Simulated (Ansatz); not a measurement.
# Fields on a plane of MgBr2 (CdI2 type)

```yaml
crystal:
  lattice:
    - [3.82788, 0.00000, 0.00000]
    - [-1.91394, 3.31504, 0.00000]
    - [0.00000, 0.00000, 6.26170]
  atoms:
    - { symbol: Mg, position: [0.00000, 0.00000, 0.00000] }
    - { symbol: Br, position: [0.33333, 0.66667, 0.23946] }
    - { symbol: Br, position: [0.66667, 0.33333, 0.76054] }
```

The slice is a (1 -1 0 0) plane (indices of the conventional cell) through the point (0.333, 0.667, 0.239) (fractional), spanned by u = [110] and v = [001] in vectors of this cell: u (3.83 Å) and v (6.26 Å, at 90° to u). It covers one period; positions are fractions (u, v).

Atoms on it: Br at (0.00, 0.00).

These are r2SCAN+rVV10 (plane waves to 500 eV, PAW, scalar-relativistic; Ansatz, a first-principles code) values and carry that method's errors. k mesh 10×10×6. Near the nuclei the fields are pseudised (PAW); where an atom keeps semicore shells as valence, they peak there. MgBr2 was relaxed with its symmetry unable to fall.

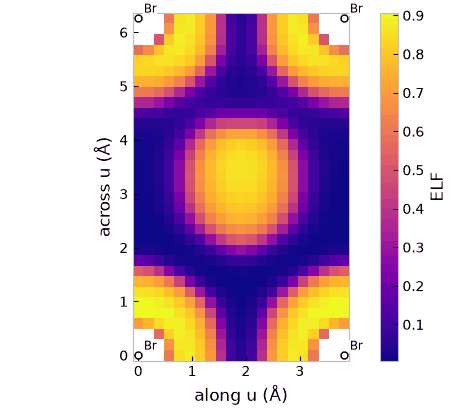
Figure: Electron localisation function (ELF), one period of the plane, atoms marked. Points within 0.5 Å of a nucleus are left white, as the pseudised field means little there.

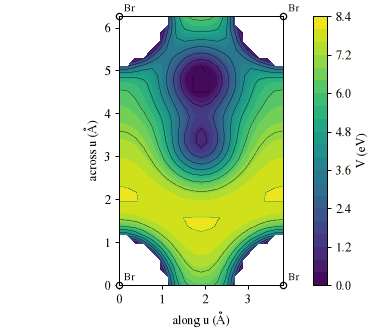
Figure: Electrostatic potential energy of an electron, from the cell's mean, in eV, one period of the plane, atoms marked. Points within 1 Å of a nucleus are left white, as the pseudised field means little there. Values under 0 eV are set to 0. The zero, the cell's mean, hangs on the PAW cores.
